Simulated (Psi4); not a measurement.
**BH2SO2 (SMILES OB(O)[S]) at 3 levels**

We compute a comparison of 3 runs (UHF/STO-3G, UHF/3-21G, UB3LYP/6-31G*) of BH2SO2. 

The calculation is run with Psi4 1.11.

### Step 1. Starting point

BH2SO2: 6 atoms, total charge 0, spin state doublet. SMILES: `OB(O)[S]`. One bond was lengthened or shortened from a relaxed shape.

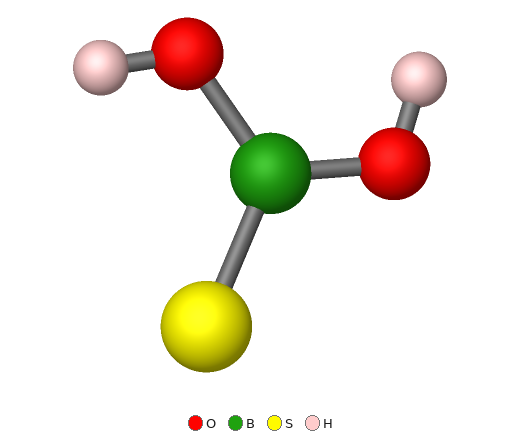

The structure, seen from a chosen angle (oxygen red, boron green, sulfur yellow, hydrogen pink).

### Step 2. A single-point energy at UHF/STO-3G (run 1)

Input file bh2o2s.dat:

```
memory 1600 MB

molecule {
  0 2
  O
  B 1 r2
  O 2 r3 1 a3
  S 2 r4 3 a4 1 d4
  H 1 r5 2 a5 3 d5
  H 3 r6 2 a6 1 d6

  r2 = 1.5701
  r3 = 1.355143
  a3 = 119.93493
  r4 = 1.820361
  a4 = 118.26205
  d4 = -179.99479
  r5 = 0.958904
  a5 = 115.34007
  d5 = -179.98907
  r6 = 0.962129
  a6 = 112.09256
  d6 = 0.00087
  symmetry c1
}

set {
  basis         STO-3G
  reference     uhf
  puream        true
  e_convergence 1e-09
  d_convergence 1e-08
  scf_type      pk
  maxiter       200
}

e, wfn = energy("scf", return_wfn=True)
```

Command:

```bash
$ psi4 bh2o2s.dat bh2o2s.out -n 1
```

bh2o2s.out:

```text
[...]
  Running in c1 symmetry.
[...]
  Nuclear repulsion =  132.970206480481437
[...]
  Multiplicity = 2
[...]
  Nalpha       = 20
  Nbeta        = 19
[...]
    Number of basis functions: 26
[...]
   @UHF iter   1:  -566.34506626081509   -2.41130e+00   1.55868e-02 ADIIS/DIIS
[...]
   @UHF iter  15:  -566.47214745248493   -2.27374e-13   4.05610e-09 DIIS
[...]
   @S^2 Observed:                7.538316432E-01
[...]
    Orbital Energies [Eh]
    ---------------------
    Alpha Occupied:
       1A    -90.705135     2A    -20.290686     3A    -20.216713
       4A     -8.620031     5A     -7.445732     6A     -6.269619
       7A     -6.246907     8A     -6.243511     9A     -1.307615
      10A     -1.222854    11A     -0.887749    12A     -0.660150
      13A     -0.598015    14A     -0.466624    15A     -0.462851
      16A     -0.459008    17A     -0.364228    18A     -0.356916
      19A     -0.328947    20A     -0.284041
    Alpha Virtual:
      21A      0.335529    22A      0.498567    23A      0.560113
      24A      0.622775    25A      0.775077    26A      0.855021
[...]
  @UHF Final Energy:  -566.47214745248493
   => Energetics <=
    Nuclear Repulsion Energy =            132.9702064804814370
    One-Electron Energy =               -1052.6359171380108819
    Two-Electron Energy =                 353.1935632050445406
    Total Energy =                       -566.4721474524849327
  UHF NO Occupations:
  HONO-2 :   18  A 1.9993890
  HONO-1 :   19  A 1.9989028
[...]
 Multipole Moments:
 ------------------------------------------------------------------------------------
     Multipole            Electronic (a.u.)      Nuclear  (a.u.)        Total (a.u.)
 ------------------------------------------------------------------------------------
 L = 1.  Multiply by 2.5417464519 to convert [e a0] to [Debye]
 Dipole X            :         -0.0000648            0.0001113            0.0000466
 Dipole Y            :          1.3227156           -1.3324301           -0.0097145
 Dipole Z            :          1.6508351           -1.9364953           -0.2856603
 Magnitude           :                                                    0.2858254
[...]
```

It took 1.4 s on 1 thread of INTEL XEON PLATINUM 8581C at 2.10GHz (Emerald Rapids), shared host; peak memory 0.18 GiB.

### Step 3. Energy and gradient at UHF/3-21G (run 2)

Input file bh2o2s.py:

```python
import psi4

psi4.set_memory('1600 MB')
psi4.set_num_threads(1)
psi4.set_output_file('bh2o2s.out', False)

m = psi4.geometry("""
0 2
O      0.211585     1.240667    -0.435654
B     -0.131800    -0.234300    -0.021200
O      0.605100    -0.858600     0.929400
S     -1.507300    -1.149900    -0.785000
H     -0.351715     1.618167    -1.113654
H      1.306000    -0.295400     1.271800
units angstrom
symmetry c1
no_reorient
no_com
""")

psi4.set_options({
    'basis': '3-21G',
    'reference': 'uhf',
    'puream': True,
    'e_convergence': 1e-09,
    'd_convergence': 1e-08,
    'scf_type': 'pk',
    'maxiter': 200,
})

e, wfn = psi4.gradient("hf", return_wfn=True)
psi4.oeprop(wfn, "MULLIKEN_CHARGES", "QUADRUPOLE", "LOWDIN_CHARGES", title="HF")
print('gradient / Eh bohr^-1')
print(e.np.round(6))
print(f'energy = {wfn.energy():.10f} Eh')
```

Command:

```bash
$ python bh2o2s.py
```

bh2o2s.out, shortened:

```text
[...]
  Running in c1 symmetry.
[...]
  Nuclear repulsion =  132.970212718531656
[...]
  Multiplicity = 2
[...]
  Nalpha       = 20
  Nbeta        = 19
[...]
    Number of basis functions: 44
[...]
   @UHF iter   1:  -570.16059545574603   -1.10558e+00   1.09221e-02 ADIIS/DIIS
[...]
   @UHF iter  16:  -570.26707816125031   -9.09495e-13   5.11905e-09 DIIS
[...]
   @S^2 Observed:                7.530808787E-01
[...]
  @UHF Final Energy:  -570.26707816125031
   => Energetics <=
    Nuclear Repulsion Energy =            132.9702127185316556
    One-Electron Energy =               -1052.0398296810999454
    Two-Electron Energy =                 348.8025388013180077
    Total Energy =                       -570.2670781612503106
  UHF NO Occupations:
  HONO-2 :   18  A 1.9995373
  HONO-1 :   19  A 1.9991699
[...]
  -Total Gradient:
     Atom            X                  Y                   Z
    ------   -----------------  -----------------  -----------------
       1        0.014224557877     0.100153305162    -0.036127022909
       2       -0.013907827146    -0.088806876034     0.030889110943
       3       -0.003147264595    -0.013682413703     0.003882035776
       4        0.007516284347     0.002585503437     0.005351279620
       5        0.004247569781    -0.002463934527     0.004927921033
       6       -0.008933320241     0.002214415665    -0.008923324451
[...]
 Multipole Moments:
 ------------------------------------------------------------------------------------
     Multipole            Electronic (a.u.)      Nuclear  (a.u.)        Total (a.u.)
 ------------------------------------------------------------------------------------
 L = 1.  Multiply by 2.5417464519 to convert [e a0] to [Debye]
 Dipole X            :         32.9894833          -32.6696514            0.3198319
 Dipole Y            :         29.3400841          -28.7060680            0.6340161
 Dipole Z            :         16.1453364          -16.1720608           -0.0267244
 Magnitude           :                                                    0.7106216
 L = 2.  Multiply by 1.3450342976 to convert [e a0^2] to [Debye ang]
 Quadrupole XX       :       -171.4224229          148.3947493          -23.0276737
 Quadrupole XY       :        -91.4415324           88.8306924           -2.6108400
[...]
  Mulliken Charges: (a.u.)
   Center  Symbol    Alpha    Beta     Spin     Total
[...]
```

Standard output:

```text
gradient / Eh bohr^-1
[[ 0.014225  0.100153 -0.036127]
 [-0.013908 -0.088807  0.030889]
 [-0.003147 -0.013682  0.003882]
 [ 0.007516  0.002586  0.005351]
 [ 0.004248 -0.002464  0.004928]
 [-0.008933  0.002214 -0.008923]]
energy = -570.2670781613 Eh
```

Wall time 1.6 s (1 thread of INTEL XEON PLATINUM 8581C at 2.10GHz (Emerald Rapids), shared host); peak memory 0.18 GiB.

### Step 4. Energy and forces at UB3LYP/6-31G(d) (Cartesian functions) (run 3)

Input file job.json:

```json
{
  "schema_name": "qcschema_input",
  "schema_version": 1,
  "molecule": {
    "schema_name": "qcschema_molecule",
    "schema_version": 2,
    "symbols": ["O", "B", "O", "S", "H", "H"],
    "geometry": [0.3998377, 2.34452084, -0.82326675, -0.2490659, -0.44276283, -0.04006219, 1.14347328, -1.62251885, 1.75631146, -2.84838419, -2.17299607, -1.48343501, -0.66464502, 3.05789245, -2.10450106, 2.46798232, -0.5582251, 2.40335369],
    "molecular_charge": 0,
    "molecular_multiplicity": 2,
    "fix_symmetry": "c1",
    "fix_com": true,
    "fix_orientation": true
  },
  "driver": "gradient",
  "model": {
    "method": "b3lyp",
    "basis": "6-31G*"
  },
  "keywords": {
    "reference": "uks",
    "puream": false,
    "e_convergence": 1e-09,
    "d_convergence": 1e-08,
    "scf_type": "pk",
    "dft_radial_points": 99,
    "dft_spherical_points": 590,
    "maxiter": 200,
    "scf_properties": ["MULLIKEN_CHARGES", "WIBERG_LOWDIN_INDICES", "QUADRUPOLE"]
  }
}
```

Command:

```bash
$ psi4 --qcschema job.json -n 1 --memory 1600MB
```

stdout, shortened:

```text
[...]
  Running in c1 symmetry.
[...]
  Nuclear repulsion =  132.970212755853169
[...]
  Multiplicity = 2
[...]
  Nalpha       = 20
  Nbeta        = 19
[...]
    Number of basis functions: 68
[...]
   @UKS iter   1:  -574.50560985769766   -4.32940e-01   1.19394e-02 ADIIS/DIIS
[...]
   @UKS iter  15:  -574.75327525858938   -1.13687e-12   3.31242e-09 DIIS
[...]
   @S^2 Observed:                7.527462181E-01
[...]
  @UKS Final Energy:  -574.75327525858938
   => Energetics <=
    Nuclear Repulsion Energy =            132.9702127558531686
    One-Electron Energy =               -1056.0538044454829105
    Two-Electron Energy =                 386.7981460620008534
    DFT Exchange-Correlation Energy =     -38.4678296309605159
    Empirical Dispersion Energy =           0.0000000000000000
    VV10 Nonlocal Energy =                  0.0000000000000000
    Total Energy =                       -574.7532752585893832
[...]
 Multipole Moments:
[...]
  Mulliken Charges: (a.u.)
   Center  Symbol    Alpha    Beta     Spin     Total
       1     O     4.35601  4.31289  0.04312 -0.66890
       2     B     2.26063  2.29499 -0.03436  0.44437
       3     O     4.26634  4.26235  0.00399 -0.52869
       4     S     8.53312  7.54745  0.98568 -0.08057
       5     H     0.29468  0.29643 -0.00176  0.40889
       6     H     0.28922  0.28588  0.00334  0.42490
   Total alpha = 20.00000, Total beta = 19.00000, Total charge =  0.00000
  Wiberg Bond Indices using Orthogonal Lowdin Orbitals:
[...]
  -Total Gradient:
     Atom            X                  Y                   Z
    ------   -----------------  -----------------  -----------------
       1        0.005155465284     0.081111528594    -0.034848010396
       2       -0.012938902805    -0.069467529877     0.022348425815
       3        0.006046447503    -0.004211200831     0.007362125954
       4       -0.000823426357    -0.004141968166     0.001290972744
       5        0.008941035266     0.002525211114     0.006628360225
       6       -0.006375463114    -0.005810301839    -0.002780109012
[...]
```

The result, in JSON:

```text
{
 "driver": "gradient",
 "model": {
  "method": "b3lyp",
  "basis": "6-31G*"
 },
 "success": true,
 "return_result": [0.005155465283788796, 0.0811115285940349, -0.034848010395506626, -0.012938902805332553, -0.0694675298769486, 0.022348425815184522, 0.006046447503144766, -0.004211200831111039, 0.007362125954336329, -0.0008234263570235101, -0.004141968166254048, 0.0012909727442166757, 0.008941035265810651, 0.002525211113600531, 0.006628360224787799, -0.006375463114453056, -0.0058103018388215855, -0.002780109012011159],
 "properties": {
  "calcinfo_nbasis": 68,
  "calcinfo_nmo": 68,
  "calcinfo_nalpha": 20,
  "calcinfo_nbeta": 19,
  "calcinfo_natom": 6,
  "nuclear_repulsion_energy": 132.97021275585317,
  "return_energy": -574.7532752585894,
  "return_gradient": [0.005155465283788796, 0.0811115285940349, -0.034848010395506626, -0.012938902805332553, -0.0694675298769486, 0.022348425815184522, 0.006046447503144766, -0.004211200831111039, 0.007362125954336329, -0.0008234263570235101, -0.004141968166254048, 0.0012909727442166757, 0.008941035265810651, 0.002525211113600531, 0.006628360224787799, -0.006375463114453056, -0.0058103018388215855, -0.002780109012011159],
  "scf_one_electron_energy": -1056.053804445483,
  "scf_two_electron_energy": 386.79814606200085,
  "scf_xc_energy": -38.467829630960516,
  "scf_dipole_moment": [0.23673305922538646, 0.4578691552027898, -0.014208997165766846],
  "scf_total_energy": -574.7532752585894,
  "scf_total_gradient": [0.005155465283788796, 0.0811115285940349, -0.034848010395506626, -0.012938902805332553, -0.0694675298769486, 0.022348425815184522, 0.006046447503144766, -0.004211200831111039, 0.007362125954336329, -0.0008234263570235101, -0.004141968166254048, 0.0012909727442166757, 0.008941035265810651, 0.002525211113600531, 0.006628360224787799, -0.006375463114453056, -0.0058103018388215855, -0.002780109012011159],
  "scf_iterations": 15
 }
}
```

It took 18 s on 1 thread of INTEL XEON PLATINUM 8581C at 2.10GHz (Emerald Rapids), shared host; peak memory 0.83 GiB.

### Step 5. The series

```tsv
run	level	task	Cartesian functions	energy (Eh)	dipole moment (D)	HOMO energy (eV)	LUMO energy (eV)	wall time
1	UHF/STO-3G	energy	no	-566.472147	0.73	-6.74	5.48	1.4 s
2	UHF/3-21G	gradient	no	-570.267078	1.81	-10.40	-0.17	1.6 s
3	UB3LYP/6-31G* (Cartesian functions)	gradient	yes	-574.753275	1.31	-7.19	-4.84	18 s
```

### Step 6. What came out

| quantity | value |
| --- | --- |
| run 3: total energy | -574.75328 Eh |
| run 3: dipole moment | 1.31 D |
| run 3: HOMO energy (highest over α and β) | -7.19 eV |
| run 3: LUMO energy (lowest over α and β) | -4.84 eV |
| run 3: ⟨S²⟩ | 0.753 |
| run 3: largest force on an atom | 4.547 eV/Å |

What this shows: The dipole moment (its size) runs from 0.73 D (UHF/STO-3G) to 1.81 D (UHF/3-21G). In run 1 the basis is minimal, so the values are rough. All runs together took 21 s, the longest 18 s.
